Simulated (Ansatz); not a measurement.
```yaml
crystal:
  lattice:
    - [4.22311, 0.00000, 0.00000]
    - [0.00000, 4.22311, 0.00000]
    - [0.00000, 0.00000, 4.22311]
  atoms:
    - { symbol: Be, position: [0.50000, 0.50000, 0.50000] }
    - { symbol: Rh, position: [0.00000, 0.00000, 0.00000] }
    - { symbol: S, position: [0.50000, 0.00000, 0.50000] }
    - { symbol: S, position: [0.00000, 0.50000, 0.50000] }
    - { symbol: S, position: [0.50000, 0.50000, 0.00000] }
```

Space group Pm-3m; a structure generated by program, which may or may not match a known phase; computed without spin polarisation.

All numbers below come from DFT PBE, scalar-relativistic, plane waves, PAW in Ansatz 0.2.0.

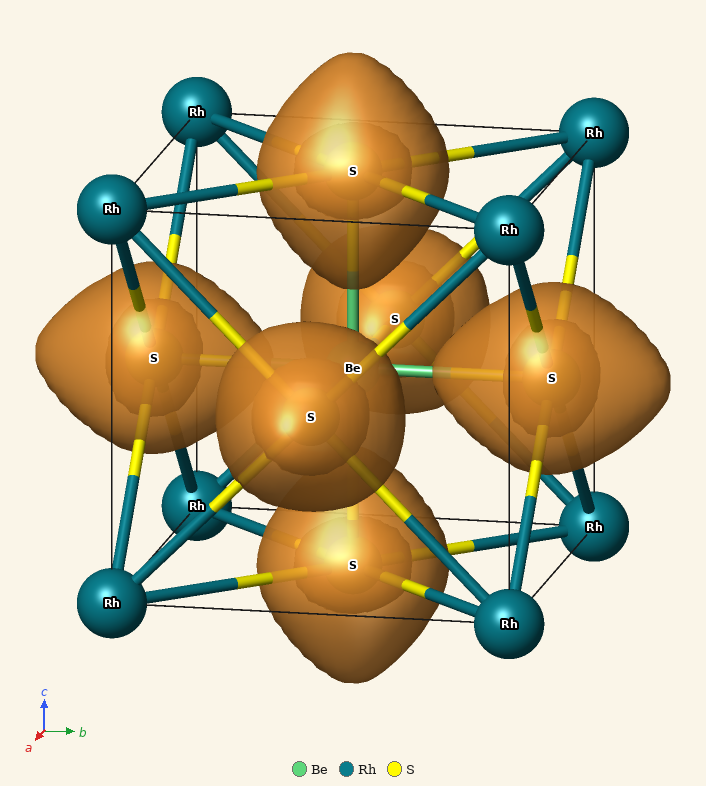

BeRhS3. Isosurface of the electron localisation function at 0.75 (orange), seen slightly off an axis. Only the valence region is drawn (cores and ρ < 0.01 e/Å³ removed). Sticks mark near contacts.

In a PAW calculation such maps are meaningful between the atoms, not at the nuclei.

Q: Where are the electrons localised?

A: The surface consists of three regions wrapped around S (the valence shell of each), counted in one cell of 5 atoms. Regions shared between cells count once. Along the contacts the grid gives the following. Be–S (2.11 Å): the ELF peaks at about 0.90 between the atoms. Rh–S (2.99 Å): the ELF peaks at about 0.85 in the valence shell of S, 0.8 Å from its nucleus, and drops to about 0.15 between the two atoms.
